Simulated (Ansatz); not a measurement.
ClH₃NO₂Ta

```json
{"atom": "N", "x (Å)": "-0.8269", "y (Å)": "0.8819", "z (Å)": "0.8635"}
{"atom": "Ta", "x (Å)": "0.1239", "y (Å)": "0.0782", "z (Å)": "-0.3809"}
{"atom": "O", "x (Å)": "1.8732", "y (Å)": "-0.2382", "z (Å)": "0.2889"}
{"atom": "O", "x (Å)": "-0.6821", "y (Å)": "-1.5931", "z (Å)": "-0.7883"}
{"atom": "Cl", "x (Å)": "0.2037", "y (Å)": "1.4295", "z (Å)": "-2.2697"}
{"atom": "H", "x (Å)": "-1.3744", "y (Å)": "1.3645", "z (Å)": "1.5553"}
{"atom": "H", "x (Å)": "2.2634", "y (Å)": "0.0048", "z (Å)": "1.1284"}
{"atom": "H", "x (Å)": "-1.4887", "y (Å)": "-1.9845", "z (Å)": "-0.4532"}
```

Geometry: PBE0-D4/def2-TZVP; core potentials replace the inner electrons of Ta.

Level of theory: RKS PBE0-D4/def2-TZVPP (Ansatz).

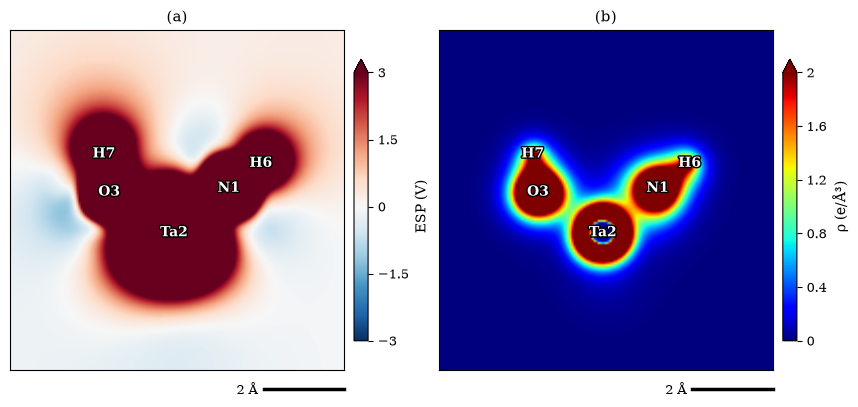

Figure 1. (a) molecular electrostatic potential; (b) electron density on the plane of atoms N1, Ta2 and O3.

### Describe what can be read from this map.

- The section cuts through N, Ta, O and H sites.
- Ta–N (1.76 Å): the density is about 1.5 e/Å³ at the midpoint.
- Ta–O (1.90 Å): ρ at the midpoint is about 1 e/Å³.
- O–H (0.96 Å): ρ at the midpoint is about 3.8 e/Å³.
- N–H (1.01 Å): the density is about 2.9 e/Å³ at the midpoint.
- Outside the dense part of the molecule the potential is most negative (−1.2 V) near O3.

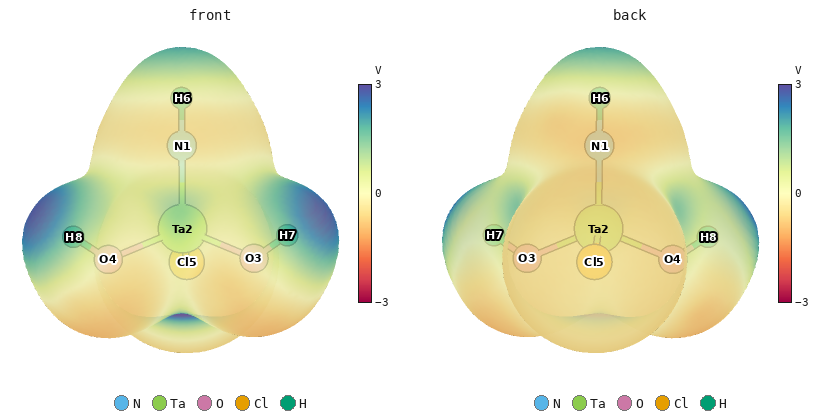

Figure 2. The electrostatic potential painted on the density surface at 0.002 e/bohr³, seen from the front and from behind; the colour scale runs from red (negative) to blue (positive).

### Where is the surface potential most negative and most positive?

The most negative region (about −1.0 V) lies over O3 and O4, the most positive (about +2.9 V) over Ta2, H7 and H8.

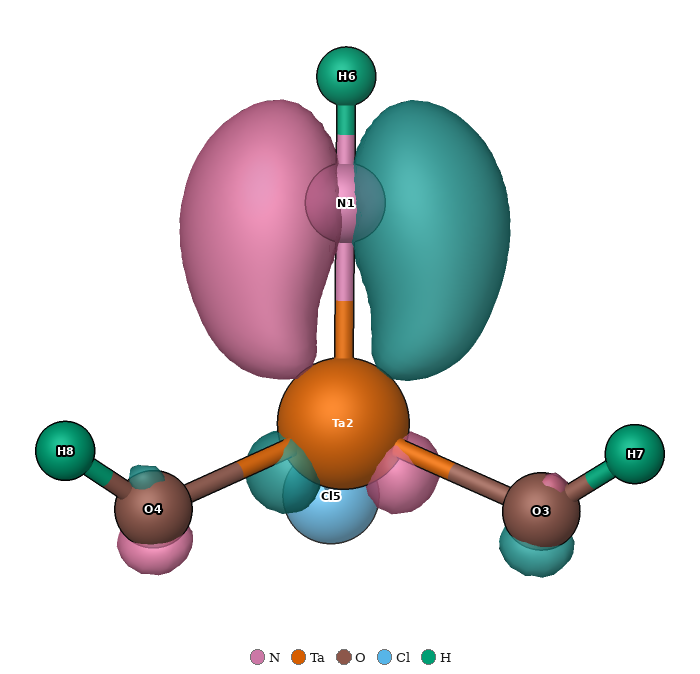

Figure 3. The HOMO−1 at ±0.2 Å⁻³ᐟ² (teal and pink are the two phases), seen across its widest extent.

### Where does this orbital lie, and at what energy?

By Hirshfeld shares it lies mainly on N1 (about 65 %) and Ta2 (about 25 %). Its energy is −8.14 eV.
